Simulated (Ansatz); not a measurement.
# Redistribution: CBrClF2 + C4H10 → CHBrF2 + C4H9Cl

Species: CBrClF2 `FC(F)(Cl)Br`, singlet; C4H10 (isobutane) `CC(C)C`, singlet; CHBrF2 (bromodifluoromethane) `FC(F)Br`, singlet; C4H9Cl (1-chloro-2-methylpropane) `CC(C)CCl`, singlet. The partners trade Cl for H; both sit on C, so the bond types are kept.

Shapes, held fixed at every level: PBE0-D4/def2-TZVP. Flexible molecules stand in one conformer, not always the lowest. Programs: Ansatz 0.2.0. The zero-point and thermal change to 298 K, harmonic and unscaled (PBE0-D4/def2-TZVP), is +5.0 kJ/mol.

**What was measured.** Tabulated heats of formation (Active Thermochemical Tables, CRC Handbook of Chemistry and Physics): CBrClF2 -442.2 (ATcT); C4H10 -135.4 (ATcT); CHBrF2 -424.2 (ATcT); C4H9Cl -159.3 (CRC) kJ/mol, which give ΔH(298 K) = -6.0 kJ/mol.

| level | kind | ΔH (kJ/mol) | computed − measured | CPU time (all species) |
| --- | --- | --- | --- | --- |
| PBE-D4/def2-TZVPP | GGA | -9.9 | -4.0 | 33 s |
| BHLYP-D4/def2-TZVPP | global hybrid | -21.1 | -15.2 | 40 s |
| PBE0-D4/def2-TZVPP | global hybrid | -14.8 | -8.8 | 36 s |
| B2PLYP/def2-TZVPP | double hybrid | -17.0 | -11.0 | 68 s |
| MP2/def2-SVP | perturbation theory | -6.4 | -0.4 | – |
| MP2/def2-TZVPP | perturbation theory | -16.9 | -10.9 | – |
| CCSD(T)/def2-SVP | coupled cluster or CI | -8.6 | -2.6 | 54 s |
| CCSD(T)/def2-TZVPP | coupled cluster or CI | -18.5 | -12.5 | 22 min |

Nearest: MP2/def2-SVP (-0.4); farthest: BHLYP-D4/def2-TZVPP (-15.2). 4 of 8 levels lie within 10 kJ/mol. The heats of C4H9Cl come from older tables and can be uncertain by 10 kJ/mol or more. Relativity is left out for Br unless named. Correlated rows may include outer-core shells of Br, which these sets cover unevenly. Times are processor times on shared x86 and Arm servers, and rough.

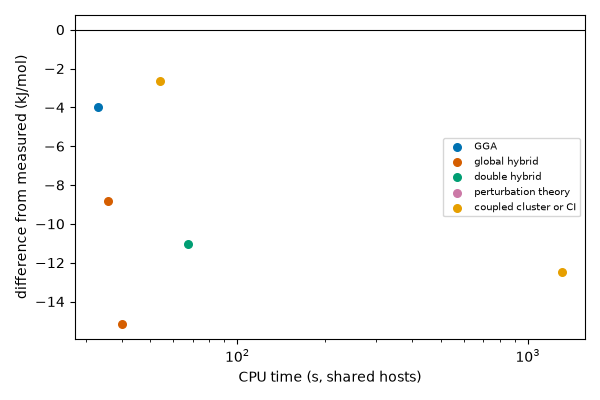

Difference from the measured value against processor time, one point a level.
